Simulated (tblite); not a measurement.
## Molecular dynamics, with input and output: C₆H₉P

- system: C₆H₉P, SMILES C=CP(C)C#CC
- method: GFN2-xTB Langevin dynamics, gas phase (tblite 0.8.0)

It belongs to a series of runs on one base structure; here: CF3 replaced by vinyl.

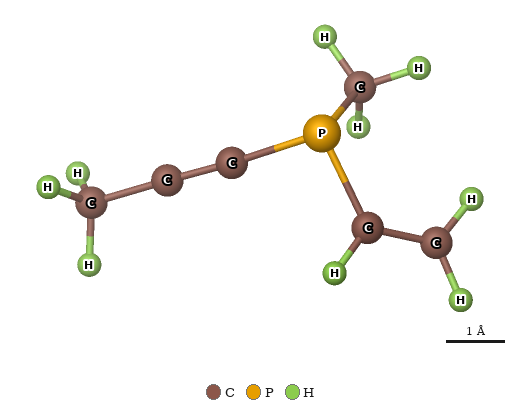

Figure 1. The input geometry (ball-and-stick view, seen at a tilt). Bond lengths as drawn: C–C 1.20 to 1.45 Å, C–H 1.08 to 1.09 Å and C–P 1.77 to 1.86 Å.

The input
```
{"job": {"kind": "md", "xc": "GFN2-xTB", "basis": "xTB", "temperature": 200, "steps": 2000, "every": 50}, "charge": 0, "multiplicity": 1}
C     -2.621434     1.187212     0.120289
C     -1.449335     1.146913     0.732658
P     -0.684872    -0.320509     1.501206
C     -1.307191    -1.659886     0.374316
C      0.905909    -0.102387     0.761598
C      2.037600     0.046923     0.376618
C      3.374599     0.225083    -0.144190
H     -3.029779     2.109568    -0.262361
H     -3.226609     0.307919    -0.028467
H     -0.881092     2.057377     0.887265
H     -2.339491    -1.896217     0.627536
H     -0.702360    -2.551673     0.531471
H     -1.241609    -1.354636    -0.668834
H      4.091545     0.267751     0.675912
H      3.634117    -0.607154    -0.798695
H      3.432405     1.152660    -0.713809
```

The first line tells a small driver script what to run in tblite; the rest is the geometry in Å.

Machine: 1 CPU thread, shared host.

Launch command:
```bash
OMP_NUM_THREADS=1 python <driver script> task.json out
```

The program's output
```
t/fs     T/K      E/eV
    0.0   162.6   -539.97352
   25.0    95.4   -539.81135
   50.0   108.0   -539.75578
   75.0   142.0   -539.68788
  100.0   180.0   -539.67446
  125.0   186.4   -539.66321
  150.0   214.5   -539.65520
  175.0   207.5   -539.66414
  200.0   251.5   -539.61861
  225.0   196.6   -539.55581
  250.0   131.1   -539.48993
  275.0   211.2   -539.65475
  300.0   132.8   -539.44976
  325.0   280.7   -539.62761
  350.0   236.2   -539.55334
  375.0   224.8   -539.68703
  400.0   171.5   -539.64562
  425.0   180.6   -539.55136
  450.0   181.0   -539.66567
  475.0   168.8   -539.62460
  500.0   216.8   -539.60003
  525.0   147.3   -539.51074
  550.0   227.9   -539.70653
  575.0   132.5   -539.57728
  600.0   133.1   -539.56853
  625.0   190.7   -539.56984
  650.0   234.0   -539.63543
  675.0   175.1   -539.58670
  700.0   179.5   -539.63955
  725.0   207.4   -539.61739
  750.0   204.1   -539.66021
  775.0   226.3   -539.58271
  800.0   183.1   -539.65538
  825.0   171.4   -539.62808
  850.0   145.7   -539.55913
  875.0   214.1   -539.75235
  900.0   162.4   -539.66167
  925.0   190.8   -539.55080
  950.0   178.9   -539.57192
  975.0   161.3   -539.62445
 1000.0   231.9   -539.69505
```

Trajectory as extended XYZ (Å, eV, eV/Å), 6 of the 41 frames kept, from step=0 to step=40
```
16
Properties=species:S:1:pos:R:3:forces:R:3 step=0 time_fs=0.0 energy=-539.97352 temperature=162.6
C    -2.6214    1.1872    0.1203   -0.0089   0.0013   0.0016
C    -1.4493    1.1469    0.7327    0.0000   0.0016   0.0009
P    -0.6849   -0.3205    1.5012   -0.0023   0.0030   0.0031
C    -1.3072   -1.6599    0.3743   -0.0029   0.0009   0.0002
C     0.9059   -0.1024    0.7616    0.0020  -0.0039  -0.0021
C     2.0376    0.0469    0.3766    0.0036  -0.0041   0.0020
C     3.3746    0.2251   -0.1442    0.0022   0.0032  -0.0022
H    -3.0298    2.1096   -0.2624   -0.0036  -0.0020   0.0005
H    -3.2266    0.3079   -0.0285    0.0038   0.0020  -0.0035
H    -0.8811    2.0574    0.8873    0.0037  -0.0060   0.0004
H    -2.3395   -1.8962    0.6275   -0.0003  -0.0023  -0.0026
H    -0.7024   -2.5517    0.5315    0.0030   0.0067   0.0026
H    -1.2416   -1.3546   -0.6688   -0.0036  -0.0014  -0.0006
H     4.0915    0.2678    0.6759   -0.0009  -0.0022   0.0002
H     3.6341   -0.6072   -0.7987    0.0002  -0.0008   0.0027
H     3.4324    1.1527   -0.7138    0.0040   0.0039  -0.0032
16
Properties=species:S:1:pos:R:3:forces:R:3 step=8 time_fs=200.0 energy=-539.61861 temperature=251.5
C    -2.8533    1.0422    0.2412   -0.3629   1.0946  -0.4366
C    -1.6585    1.0027    0.8108   -0.4517  -0.2728  -0.4326
P    -0.8801   -0.3275    1.7412   -0.8881  -1.5029  -0.1606
C    -1.6801   -1.8482    0.8092    0.4963   1.4817  -1.4288
C     0.6810   -0.1936    0.9491    0.5950  -0.2316  -0.4495
C     1.8014   -0.1645    0.4912    0.0158   0.1838  -0.5856
C     3.0234   -0.0255   -0.3043    0.0596   0.8318   1.5908
H    -3.2137    1.9905   -0.2252    0.3793  -0.8937   0.3265
H    -3.5621    0.2373    0.1822    0.0748  -0.1474   0.2338
H    -1.0173    1.8476    0.7291    0.3174   0.7347   0.1228
H    -2.7115   -1.9529    1.1182   -0.0425   0.0770   0.1755
H    -1.1418   -2.7500    1.0157    0.3069  -0.3243   0.2422
H    -1.6693   -1.6846   -0.3358    0.0755  -0.0756   1.6978
H     3.2079    1.0125   -0.5857   -0.3331   0.0284  -0.0600
H     3.8982   -0.3267    0.2534    0.2383  -0.1197   0.6226
H     3.0398   -0.6394   -1.1478   -0.4806  -0.8639  -1.4584
16
Properties=species:S:1:pos:R:3:forces:R:3 step=16 time_fs=400.0 energy=-539.64562 temperature=171.5
C    -3.1710    1.2506    0.9267    0.3393   1.6337  -0.5321
C    -1.8918    1.1540    1.2748   -0.1810  -0.7464  -0.1921
P    -1.2012   -0.3941    2.0377    0.5818   0.4122  -0.6238
C    -2.1359   -1.6774    1.0552    0.7622   0.4780  -0.8133
C     0.2938   -0.3704    1.0544    0.5503  -0.3380  -0.2638
C     1.3422   -0.5223    0.4581   -1.0609   0.5547   0.5459
C     2.6276   -0.5203   -0.2009   -0.6662   0.7301  -1.2798
H    -3.4961    2.2436    0.4386    0.0484  -1.8651   0.8056
H    -3.8541    0.4275    1.1118   -0.0856   0.6253  -0.2062
H    -1.1666    1.9349    1.0611   -0.1741  -0.0944   0.2264
H    -3.1251   -1.6187    1.4280   -1.1224  -0.1024   0.1290
H    -1.7581   -2.6680    1.2865    0.1951  -0.0194  -0.1438
H    -2.1084   -1.4638   -0.0472    0.0078  -0.2666   1.0026
H     2.5456   -0.5219   -1.3137   -0.2824  -0.2741   0.5917
H     3.1518    0.4144   -0.0054    0.2188  -0.2193   0.4867
H     3.1218   -1.4071    0.1061    0.8690  -0.5084   0.2669
16
Properties=species:S:1:pos:R:3:forces:R:3 step=24 time_fs=600.0 energy=-539.56853 temperature=133.1
C    -3.1445    1.3022    0.9816    0.5173  -0.2968   0.7187
C    -1.8235    1.1560    1.1956   -0.6652   0.2248   0.0369
P    -1.1362   -0.3086    1.9917    0.7140  -1.2100  -0.8809
C    -2.0574   -1.6331    0.9473    1.0217   1.3238   0.3250
C     0.3823   -0.3933    1.0162   -0.7295   0.0215   0.4552
C     1.3913   -0.6151    0.3984   -0.4901   0.2534   0.3036
C     2.6621   -0.7832   -0.2288    0.8809  -1.1250  -0.0035
H    -3.5203    2.2363    0.6512   -0.2256   0.6538  -0.4559
H    -3.9760    0.5966    1.2412    1.3734   0.4019  -0.2782
H    -1.0156    1.9145    1.0446   -1.2025  -0.3352  -0.1208
H    -3.0146   -1.7153    1.4139   -0.4147  -0.7471   0.1609
H    -1.4329   -2.5104    0.8238   -0.3700  -0.1918   0.4577
H    -2.1708   -1.1739   -0.0192   -0.1705   0.0744  -0.4853
H     2.5944   -1.3886   -1.1592    0.0128   0.2808   0.6182
H     3.1178    0.1619   -0.4686    0.0986   0.4195  -0.1127
H     3.3218   -1.3001    0.5177   -0.3506   0.2522  -0.7390
16
Properties=species:S:1:pos:R:3:forces:R:3 step=32 time_fs=800.0 energy=-539.65538 temperature=183.1
C    -2.5085    1.6195    1.1560    0.1882  -0.7121  -0.1795
C    -1.5393    1.1029    1.9078   -0.1071   1.3763   0.1918
P    -1.0803   -0.6070    2.2557   -0.3949  -0.5731   0.6537
C    -1.9449   -1.5967    0.9559   -0.8203  -0.6978  -0.1626
C     0.5045   -0.5757    1.5130   -0.6938   0.1786   0.1395
C     1.6156   -0.4804    1.0865    2.4501   0.3820  -1.4862
C     2.9497   -0.4452    0.3932   -0.5599  -0.3182   2.1760
H    -2.6796    2.6722    0.9927    0.0568  -0.0574   0.3391
H    -3.1473    0.9630    0.5882   -0.0930   0.0102  -0.1557
H    -0.9862    1.8203    2.5437    0.0391  -0.4813  -0.4040
H    -2.9907   -1.8310    1.2926    0.8692   0.1769  -0.1577
H    -1.4239   -2.5676    0.7807   -0.2903   0.7631   0.2289
H    -2.0286   -1.0593    0.0116    0.1662  -0.0012  -0.0308
H     3.5314   -1.2620    0.9161   -0.4288   0.5275  -1.1798
H     2.8141   -0.5156   -0.6790    0.1513  -0.4077   0.0968
H     3.5124    0.4761    0.6225   -0.5329  -0.1660  -0.0694
16
Properties=species:S:1:pos:R:3:forces:R:3 step=40 time_fs=1000.0 energy=-539.69505 temperature=231.9
C    -2.1644    2.0295    1.6096    1.5835  -1.2126   0.6761
C    -1.2271    1.2313    2.1470   -0.9308  -0.0304  -0.3436
P    -1.1098   -0.6084    2.0683    0.0810   0.3488  -1.3633
C    -2.0952   -0.9224    0.4677   -0.2292  -0.6284   0.3427
C     0.5448   -0.5307    1.3025   -2.2002  -0.1190   0.8540
C     1.6079   -0.0903    0.9838    1.8384   0.0810  -0.3729
C     2.9992    0.1407    0.6006   -0.6078  -0.2388  -0.3148
H    -2.0716    3.0854    1.6689   -0.1715   0.5261   0.1439
H    -2.9507    1.6064    1.0428   -0.5692  -0.0690  -0.3817
H    -0.4371    1.5903    2.7761    0.2599   0.4820   0.0871
H    -3.1818   -1.1227    0.6593    0.9891   0.1149   0.0693
H    -1.6432   -1.8272    0.0201   -0.3373   0.3741   0.1718
H    -2.0293   -0.1070   -0.2483    0.1969   0.0567   0.1243
H     3.6779   -0.3955    1.2400    0.1546  -0.1814   0.4963
H     3.1857   -0.2237   -0.4071   -0.1436   0.0713  -0.2003
H     3.2159    1.1935    0.6436    0.0860   0.4247   0.0110
```

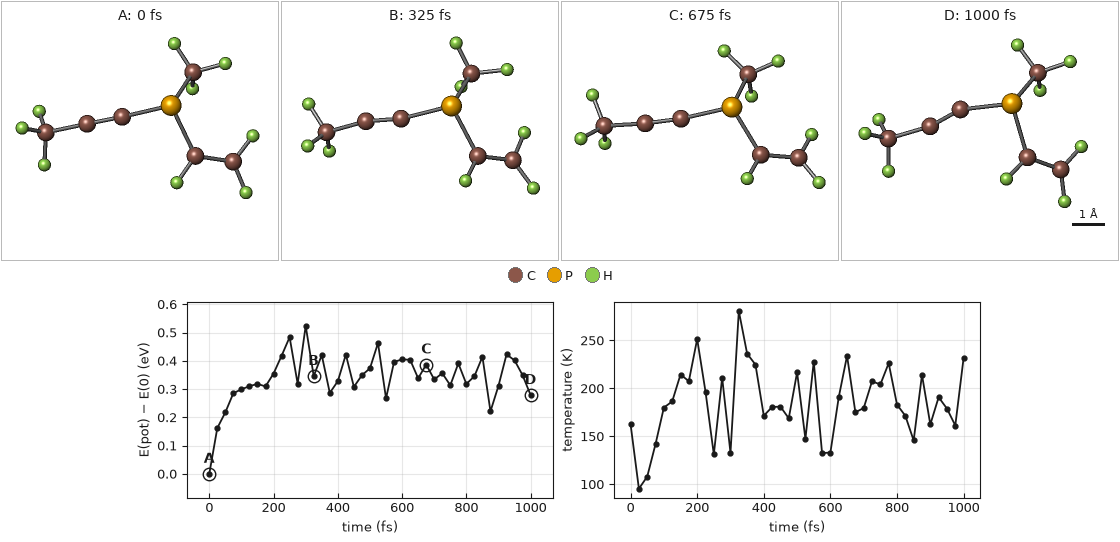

Figure 2. Frames of the molecular dynamics (ball-and-stick, seen at a tilt) above the curves, on which the letters mark them. The trajectory kept here has 41 frames over 1000 fs. The temperature starts at 163 K, ranges from 95 to 281 K and averages 186 K over the second half. The potential energy ends 0.278 eV above its first value. After an unweighted best fit of the last frame on the first, the root-mean-square displacement is 0.31 Å, and H8 has moved furthest (0.62 Å).

Summary

- outcome: finished
- mean temperature over the second half: 186 K
- trajectory: 41 frames kept, 1000 fs
- wall time: 18 s
- peak memory: 0.18 GiB
